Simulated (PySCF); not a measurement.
**CH10FNSi3: density, localisation and related maps**

Input file:

```
{"job": {"kind": "nmr", "xc": "PBE0", "basis": "pcSseg-1"}, "charge": 0, "multiplicity": 1}
C     -2.426185     0.463574    -0.720218
Si    -1.437354    -0.928031     0.121176
Si     0.286597    -0.114019     1.407135
F     -0.235413     1.117722     2.327854
N      1.510120     0.657420     0.455704
Si     2.506341     0.015026    -0.804447
H     -2.821038     1.159850     0.015540
H     -3.266148     0.074529    -1.289705
H     -1.798887     1.031053    -1.403141
H     -0.964037    -1.851207    -0.923648
H     -2.379967    -1.707545     0.943993
H      0.886583    -0.978134     2.428162
H      1.852851     1.514969     0.861997
H      3.612219    -0.789433    -0.269930
H      1.635232    -0.824521    -1.624835
H      3.031487     1.167693    -1.537048
```

Command:

```sh
OMP_NUM_THREADS=1 python probes_run.py task.json out
```

Geometry: GFN2-xTB.

Level of theory: PBE0/pcSseg-1, SCF density, gas phase, non-relativistic in PySCF 2.14.0.

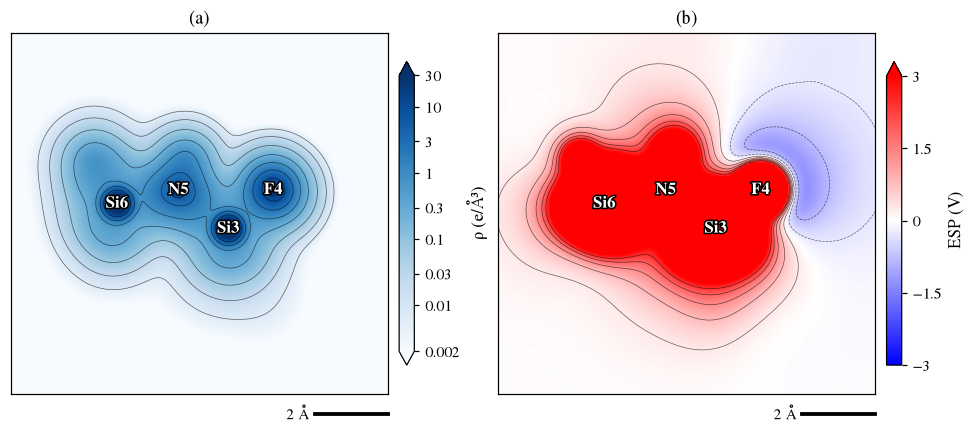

Figure 1. (a) electron density; (b) electrostatic potential on the plane of atoms F4, Si3 and N5.

Interpret the plot.

Atoms in the plane: Si, F and N. Si–F (1.62 Å): ρ at the midpoint is about 1 e/Å³. Si–N (1.73 Å): the density is about 1.1 e/Å³ at the midpoint. Outside the dense part of the molecule the potential is most negative (−1.3 V) near F4.

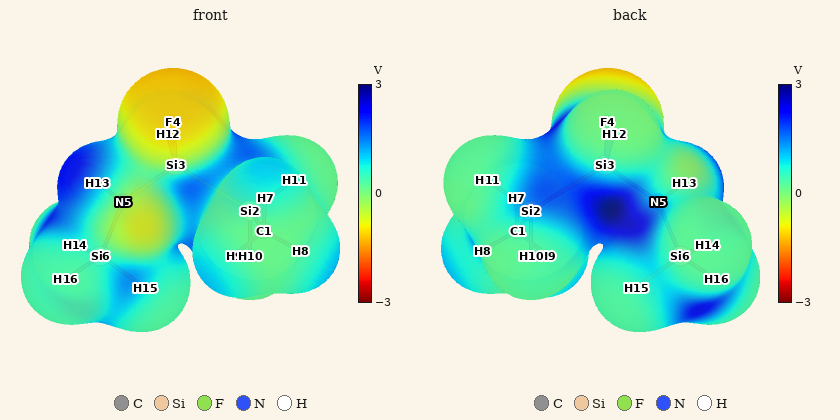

Figure 2. The electrostatic potential painted on the density surface at 0.004 e/bohr³, seen from the front and from behind; red is negative and blue positive.

Where is the surface potential most negative and most positive?

The most negative region (about −1.2 V) lies over F4, the most positive (about +2.7 V) over Si3.

How polar is the molecule by this calculation?

Its dipole moment is 1.28 D.
